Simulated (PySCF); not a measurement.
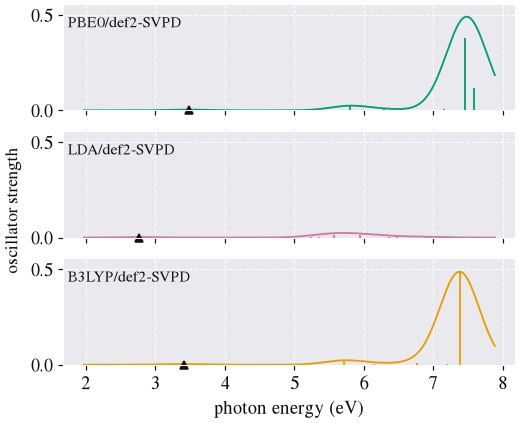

Vertical TDDFT spectra of C₄H₄N₂, SMILES c1ccnnc1 at one geometry and several levels (PySCF, at a PBE0-D3(BJ)/def2-SVP geometry (no frequency check)); sticks with Gaussians of 1/e half-width 0.40 eV, the triangle marks S1, which has the same leading orbital pair at all these levels. Only the lowest states were computed, so the high end is incomplete. States within 0.01 eV of each other are merged, with their strengths summed. The highest state may be half of a pair whose partner wasn't computed.

How far does S1 move with the level of theory?

Answer. From lowest to highest: LDA/def2-SVPD 2.77 eV, B3LYP/def2-SVPD 3.41 eV, PBE0/def2-SVPD 3.48 eV; a spread of 0.71 eV.

Limits of at least one run: core orbitals are frozen in the response; states above the negative HOMO energy depend on the basis.
